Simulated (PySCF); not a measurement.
C3H10F3PSi2 (SMILES C[SiH2]P[SiH2]CC(F)(F)F)

Input

```
{"job": {"kind": "nmr", "xc": "PBE0", "basis": "pcSseg-1"}, "charge": 0, "multiplicity": 1}
C      3.480473     0.594808     0.076543
Si     2.360334    -0.377592    -1.105089
P      0.401213     0.714396    -1.198924
Si    -0.548825     0.088040     0.707544
C     -2.416890     0.504579     0.604688
C     -3.158629    -0.527948    -0.176300
F     -2.748585    -0.616647    -1.454876
F     -3.020875    -1.764498     0.338804
F     -4.485558    -0.302226    -0.232998
H      4.487324     0.190114     0.085161
H      3.545004     1.637263    -0.222012
H      3.100076     0.566906     1.094099
H      2.894987    -0.376798    -2.471425
H      2.230523    -1.767246    -0.645364
H     -0.224722    -0.206313    -2.012775
H     -0.023935     0.954640     1.766902
H     -0.439693    -1.309511     1.135636
H     -2.861464     0.541172     1.596719
H     -2.580561     1.466111     0.121371
```

Run with:

```sh
OMP_NUM_THREADS=1 python probes_run.py task.json out
```

Geometry: GFN2-xTB.

The calculation used PBE0/pcSseg-1, SCF density, gas phase, non-relativistic in PySCF 2.14.0.

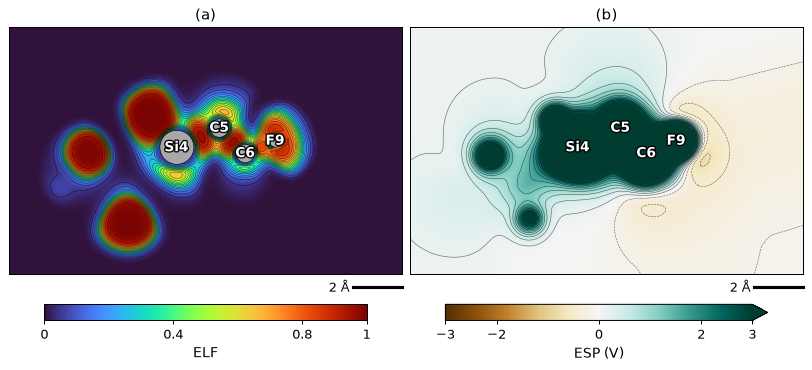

Figure 1. (a) ELF; (b) molecular electrostatic potential on the plane of atoms Si4, C5 and C6. Grey discs cover the atomic cores in the ELF map.

### What does the map show?

The plane passes through Si, C and F nuclei. C–F (1.35 Å): the ELF peaks at about 0.85 between the atoms; a shared but strongly polarised pair. C–C (1.49 Å): the ELF peaks at about 0.95 between the atoms (a covalent bond). C–Si (1.92 Å): the ELF peaks at about 0.95 between the atoms (a covalent bond). The ELF also peaks beside F9, away from the bonds: lone-pair regions. Outside the dense part of the molecule the potential is most negative (−0.8 V) near F9.

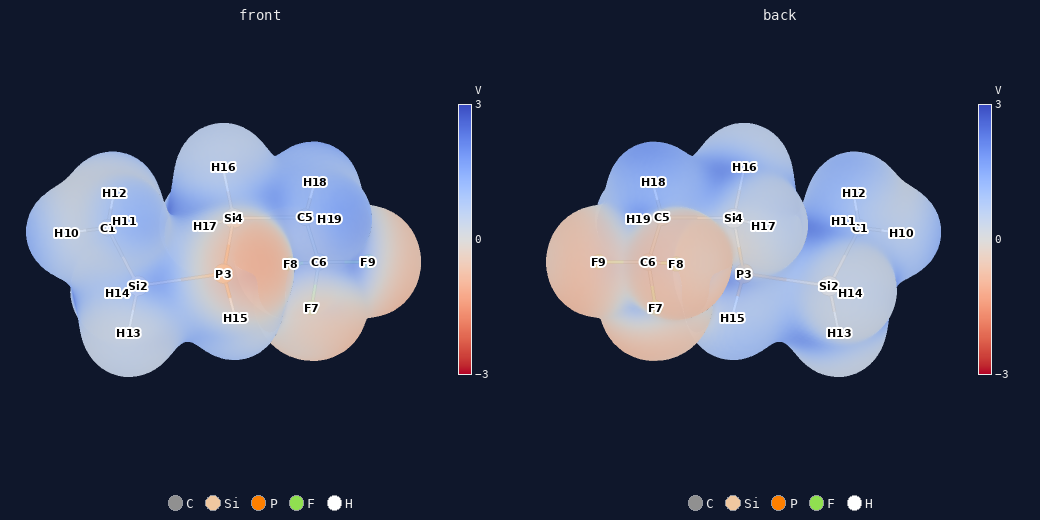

Figure 2. The molecular electrostatic potential painted on the density surface at 0.004 e/bohr³, seen from the front and from behind; red is negative and blue positive.

### Which sites attract a positive test charge, and which a negative one?

A positive charge is drawn to the negative regions and a negative charge to the positive ones. The most negative region (about −0.9 V) lies over P3, the most positive (about +2.1 V) over Si2 and Si4.
